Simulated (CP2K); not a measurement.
**C2H7NO2Si (SMILES OC/N=C/[SiH2]O): GFN1-xTB**

Aim: the energy difference between two shapes of C2H7NO2Si at GFN1-xTB, from 2 runs. 

Program for the calculation: CP2K 2026.2.

1 further run of the same task is left out (set aside as unsound or not needed).

**1. The molecule**

The species is C2H7NO2Si (13 atoms), meant as a singlet with charge 0. SMILES: `OC/N=C/[SiH2]O`. The shape comes from a force field and isn't a relaxed structure. This is one conformer, not always the lowest.

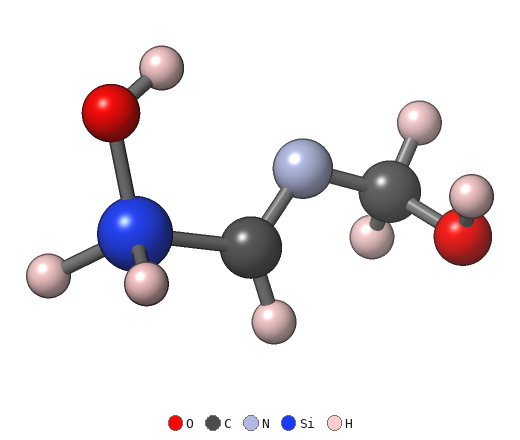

The structure, seen from a chosen angle (oxygen red, carbon dark grey, nitrogen light blue, silicon blue, hydrogen pink).

**2. Energy and forces at GFN1-xTB**

File gas.inp:

```
&FORCE_EVAL
 METHOD QUICKSTEP
 &DFT
  &QS
   METHOD XTB
   EPS_DEFAULT 1.0E-10
   &XTB
    GFN_TYPE 1
    CHECK_ATOMIC_CHARGES F
   &END
  &END
  &POISSON
   PERIODIC NONE
   POISSON_SOLVER ANALYTIC
  &END
  &SCF
   SCF_GUESS ATOMIC
   EPS_SCF 1.0E-07
   MAX_SCF 80
   ADDED_MOS 2
   &DIAGONALIZATION
    ALGORITHM STANDARD
   &END
   &MIXING
    METHOD BROYDEN_MIXING
    ALPHA 0.2
    NBUFFER 8
   &END
   &SMEAR ON
    METHOD FERMI_DIRAC
    ELECTRONIC_TEMPERATURE [K] 300
   &END
  &END
  &PRINT
   &MOMENTS
    PERIODIC F
    REFERENCE COM
    MAX_MOMENT 1
   &END
   &MO ON
    ENERGIES T
    OCCUPATION_NUMBERS T
    NDIGITS 6
    &EACH
     QS_SCF 0
    &END
    ADD_LAST NUMERIC
   &END
   &HIRSHFELD OFF
   &END
  &END
 &END
 &SUBSYS
  &CELL
   ABC 17.2 17.2 15.5
   PERIODIC NONE
  &END
  &COORD
   UNIT bohr
   O     -2.6066882     4.0449588    -1.0342471
   C     -3.2981390     1.7842794     0.0818251
   N     -1.1376151     0.3751106     0.8809903
   C      0.3252219    -0.5219424    -0.9764215
   Si     3.1216386    -2.4594786    -0.3526229
   O      3.6524627    -2.7210166     2.7667480
   H     -1.4016099     4.8737926     0.0795575
   H     -4.4049516     2.2068222     1.7217295
   H     -4.4446358     0.7188518    -1.1519770
   H     -0.3310800    -0.2787346    -2.9277527
   H      5.3432006    -1.2305897    -1.4407272
   H      2.9262409    -4.9966248    -1.3944289
   H      2.2945055    -1.8610023     3.7752949
  &END
  &TOPOLOGY
   &CENTER_COORDINATES
   &END
  &END
 &END
 &PRINT
  &FORCES ON
  &END
 &END
&END

&GLOBAL
 PROJECT gas
 RUN_TYPE ENERGY_FORCE
 PRINT_LEVEL MEDIUM
&END
```

Run with:

```sh
$ OMP_NUM_THREADS=1 cp2k.psmp -i gas.inp -o gas.out
```

The log of the run:

```text
CP2K| version string:                                       CP2K version 2026.2
[...]
 GLOBAL| Method name                                                        CP2K
[...]
 GLOBAL| Run type                                                   ENERGY_FORCE
[...]
                             - Atoms:                                         13
[...]
                             - Spherical basis functions:                     43
[...]
 Number of electrons:                                                         36
[...]
     1 NoMix/Diag. 0.20E+00    0.0     0.96787599       -22.2196330824 -2.22E+01
[...]
    44 Broy./Diag. 0.20E+00    0.0     0.00000007       -22.4737859303  4.45E-08
  *** SCF run converged in    44 steps ***
[...]
  Fermi energy:                                                -0.34466397355117
[...]
 TB_DIPOLE| Moment [Debye]         -0.73679460       0.10986112       0.45717373
 TB_DIPOLE| Derivative [a.u.]       0.00000000       0.00000000       0.00000000
[...]
 ENERGY| Total FORCE_EVAL ( QS ) energy [hartree]            -22.473785947886938
 FORCES| Atomic forces [hartree/bohr]
 FORCES|   Atom     x               y               z               |f|
 FORCES|      1  1.17824288E-02  1.51773422E-02 -1.08860473E-02   2.20835543E-02
 FORCES|      2 -4.63314254E-04  1.35543427E-02  1.42987642E-02   1.97076007E-02
 FORCES|      3  5.01898682E-02 -3.02566762E-02 -3.10617115E-02   6.63273642E-02
 FORCES|      4 -4.33931127E-02  1.76474174E-02  2.75734910E-02   5.43570692E-02
 FORCES|      5  3.22789661E-02 -1.35912958E-02  2.62719730E-02   4.37820915E-02
 FORCES|      6 -4.07638414E-02  2.40611732E-02 -1.30005947E-02   4.90881481E-02
 FORCES|      7 -3.39005004E-03 -1.56634894E-03 -4.94177781E-03   6.19411464E-03
 FORCES|      8 -1.34983789E-02  5.07281693E-04  2.23527389E-02   2.61172071E-02
 FORCES|      9 -1.38104431E-02 -1.53262142E-02 -2.37288343E-02   3.14432625E-02
 FORCES|     10 -2.84895959E-03  6.72669768E-03 -1.44664429E-03   7.44700021E-03
 FORCES|     11 -2.77333129E-03 -1.55384968E-03  1.54900417E-03   3.53627335E-03
 FORCES|     12 -2.30037448E-03  2.75254010E-03  1.37925560E-03   3.84324677E-03
 FORCES|     13  2.89905427E-02 -1.81324102E-02 -8.35961694E-03   3.52011230E-02
[...]
```

Wall time 0.98 s (1 thread of Intel Xeon 6975P-C (Granite Rapids), shared host); peak memory 0.19 GiB.

**3. The distorted shape at the same level**

File molecule.inp:

```
&GLOBAL
    PROJECT_NAME molecule
    RUN_TYPE ENERGY_FORCE
    PRINT_LEVEL MEDIUM
&END GLOBAL

&FORCE_EVAL
    METHOD Quickstep
    &DFT
        &QS
            METHOD XTB
            EPS_DEFAULT 1.0E-10
            &XTB
                GFN_TYPE 1
                CHECK_ATOMIC_CHARGES F
            &END XTB
        &END QS
        &POISSON
            PERIODIC NONE
            POISSON_SOLVER ANALYTIC
        &END POISSON
        &SCF
            SCF_GUESS ATOMIC
            EPS_SCF 1.0E-07
            MAX_SCF 80
            ADDED_MOS 2
            &DIAGONALIZATION
                ALGORITHM STANDARD
            &END DIAGONALIZATION
            &MIXING
                METHOD BROYDEN_MIXING
                ALPHA 0.2
                NBUFFER 8
            &END MIXING
            &SMEAR ON
                METHOD FERMI_DIRAC
                ELECTRONIC_TEMPERATURE [K] 300
            &END SMEAR
        &END SCF
        &PRINT
            &MOMENTS
                PERIODIC F
                REFERENCE COM
                MAX_MOMENT 1
            &END MOMENTS
            &MO ON
                ENERGIES T
                OCCUPATION_NUMBERS T
                NDIGITS 6
                &EACH
                    QS_SCF 0
                &END EACH
                ADD_LAST NUMERIC
            &END MO
            &HIRSHFELD OFF
            &END HIRSHFELD
        &END PRINT
    &END DFT
    &SUBSYS
        &CELL
            ABC 17.2 17.2 15.6
            PERIODIC NONE
        &END CELL
        &COORD
            UNIT bohr
            O     -2.5970752     4.0674673    -1.0074054
            C     -3.2733666     1.8687237     0.1327079
            N     -1.1417763     0.4039025     0.9393243
            C      0.3924791    -0.5666778    -1.0020896
            Si     3.1649624    -2.4654671    -0.2701420
            O      3.6108377    -2.7247224     2.7882512
            H     -1.3970670     4.8580966     0.1262621
            H     -4.4011929     2.2665602     1.7466058
            H     -4.4825116     0.7189161    -1.1566012
            H     -0.3156693    -0.2367373    -2.9637444
            H      5.3454399    -1.2449686    -1.4332136
            H      2.9255171    -4.9014412    -1.3433137
            H      2.3526599    -1.8773239     3.8131177
        &END COORD
        &TOPOLOGY
            &CENTER_COORDINATES
            &END CENTER_COORDINATES
        &END TOPOLOGY
    &END SUBSYS
    &PRINT
        &FORCES ON
        &END FORCES
    &END PRINT
&END FORCE_EVAL
```

Run with:

```sh
$ OMP_NUM_THREADS=1 cp2k.psmp -i molecule.inp -o molecule.out
```

The log of the run:

```text
CP2K| version string:                                       CP2K version 2026.2
[...]
 GLOBAL| Method name                                                        CP2K
[...]
 GLOBAL| Run type                                                   ENERGY_FORCE
[...]
                             - Atoms:                                         13
[...]
                             - Spherical basis functions:                     43
[...]
 Number of electrons:                                                         36
[...]
     1 NoMix/Diag. 0.20E+00    0.0     1.05089981       -22.2102132827 -2.22E+01
[...]
    53 Broy./Diag. 0.20E+00    0.0     0.00000005       -22.4677145526  1.39E-07
  *** SCF run converged in    53 steps ***
[...]
  Fermi energy:                                                -0.35407068078332
[...]
 TB_DIPOLE| Moment [Debye]         -0.51698781       0.12313282       0.61828761
 TB_DIPOLE| Derivative [a.u.]       0.00000000       0.00000000       0.00000000
[...]
 ENERGY| Total FORCE_EVAL ( QS ) energy [hartree]            -22.467714518374002
 FORCES| Atomic forces [hartree/bohr]
 FORCES|   Atom     x               y               z               |f|
 FORCES|      1  1.58745274E-02  2.53869949E-02 -1.59214016E-02   3.39115196E-02
 FORCES|      2 -2.15979416E-02 -2.93935875E-02 -1.06790170E-02   3.80065188E-02
 FORCES|      3  7.22584049E-02 -4.41689445E-02 -6.09270292E-02   1.04327732E-01
 FORCES|      4 -7.82518880E-02  4.38391768E-02  4.66702332E-02   1.01110544E-01
 FORCES|      5  2.77198591E-02 -1.53363057E-03  1.32359420E-02   3.07560201E-02
 FORCES|      6 -1.90513451E-02  1.26234762E-02 -1.13618981E-02   2.55225122E-02
 FORCES|      7  3.23401549E-04  3.97011258E-03 -4.68938034E-03   6.15277746E-03
 FORCES|      8 -1.55504509E-02  2.06308293E-03  2.71945620E-02   3.13945383E-02
 FORCES|      9  6.91629967E-03  5.10792382E-03  5.29206947E-05   8.59819094E-03
 FORCES|     10  3.53020469E-03  2.42818476E-03  1.13508441E-02   1.21326043E-02
 FORCES|     11 -7.00948549E-04 -3.37909466E-04  3.23698730E-03   3.32920387E-03
 FORCES|     12 -2.50804565E-03 -1.27867511E-02 -3.52098534E-03   1.34977270E-02
 FORCES|     13  1.10379224E-02 -7.19812892E-03  5.35822223E-03   1.42253062E-02
[...]
```

It took 0.99 s on 1 thread of Intel Xeon 6975P-C (Granite Rapids), shared host; peak memory 0.19 GiB.

**4. Summary of results**

Level: GFN1-xTB.

| quantity | value |
| --- | --- |
| first shape: total energy | -22.47379 Eh |
| first shape: dipole moment (from atomic charges alone) | 0.87 D |
| first shape: HOMO energy | -11.37 eV |
| first shape: LUMO energy | -8.50 eV |
| first shape: HOMO–LUMO gap | 2.87 eV |
| first shape: dispersion energy | -11.51 kJ/mol |
| first shape: largest force on an atom | 3.411 eV/Å |
| distorted shape: total energy | -22.46771 Eh |
| distorted shape: dipole moment (from atomic charges alone) | 0.82 D |
| distorted shape: HOMO energy | -11.46 eV |
| distorted shape: LUMO energy | -8.76 eV |
| distorted shape: HOMO–LUMO gap | 2.70 eV |
| distorted shape: dispersion energy | -11.49 kJ/mol |
| distorted shape: largest force on an atom | 5.365 eV/Å |
| energy change with the atoms displaced | 0.165 eV |

What this shows: With the atoms displaced the energy rises by 0.17 eV (3.8 kcal/mol). The first shape isn't relaxed at this level, so the change isn't measured from a minimum. The largest force (first shape) is 3.41 eV/Å: the shape isn't a stationary point for this species at this level. The dipole (first shape) comes from point charges on the atoms alone, without atomic dipoles, so it is partial. The dipole (distorted shape) comes from point charges on the atoms alone, without atomic dipoles, so it is partial.
